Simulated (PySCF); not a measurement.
InO (charge −1)

```xyz
2

In    0.0000    0.0000   -0.2345
O     0.0000    0.0000    1.6845
```

Core potentials replace the inner electrons of In.

All numbers below come from PySCF, PBE0/def2-TZVPPD, non-relativistic Hamiltonian with scalar-relativistic core potentials where named, at a bond length of 1.919 Å.

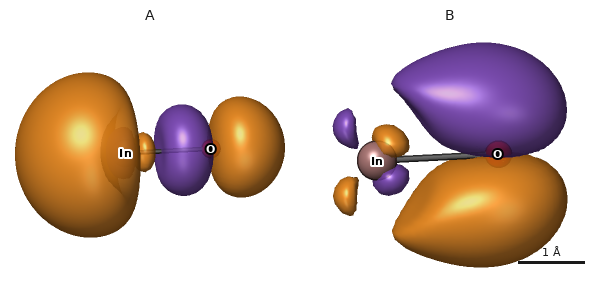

Figure 1. Two frontier orbitals, each drawn at the value that holds 80 % of its norm (orange and purple are the two phases), in no order; of a degenerate pair one member is drawn.

Question: Name the orbitals and rank them from lowest to highest energy.

Answer: Orbital B: π, occupied, −1.00 eV; mainly on O (80 %).
Orbital A: σ, occupied, −0.50 eV; shared between the atoms (In 55 %, O 45 %).

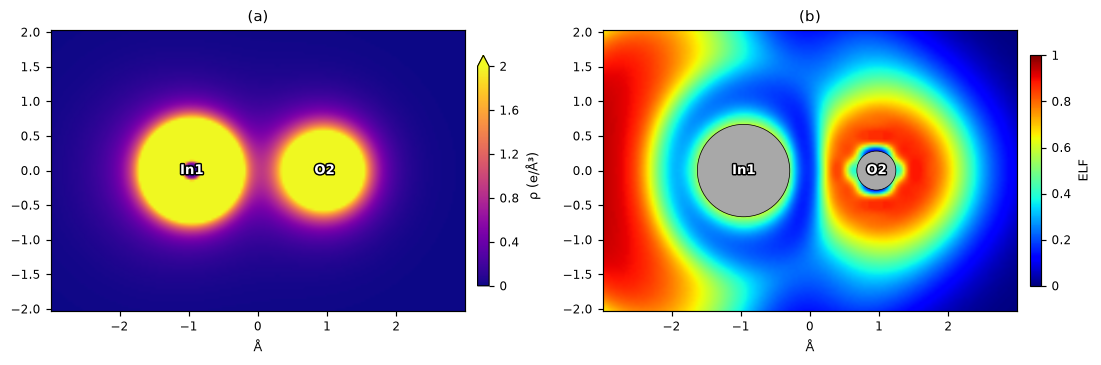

Figure 2. (a) electron density; (b) ELF on a plane that holds the molecular axis. Grey discs cover the atomic cores in the ELF map.

Question: What does the map show?

Answer: Atoms in the plane: In and O. In–O (1.92 Å): the density is about 0.93 e/Å³ at the midpoint; the ELF peaks at about 0.85 in the valence shell of O, 0.6 Å from its nucleus, and drops to about 0.15 between the two atoms. The ELF also peaks beside O2, away from the bonds: lone-pair regions.

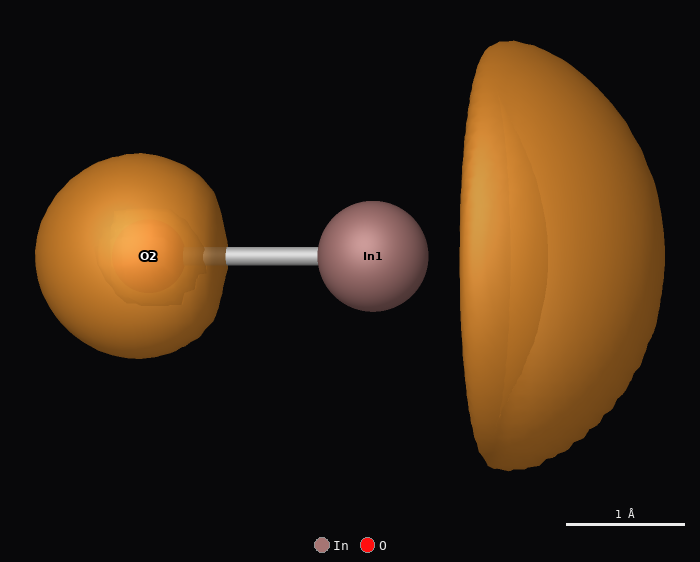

Figure 3. Isosurface of the electron localisation function at 0.75 (orange), seen from one side. Only the valence region is drawn (cores and ρ < 0.01 e/Å³ removed).

Question: Identify the bonds, lone pairs and shells in this picture.

Answer: At this value the surface marks out one lobe on In, pointing away from the bonds (lone pairs) and one region wrapped around O (its valence shell).
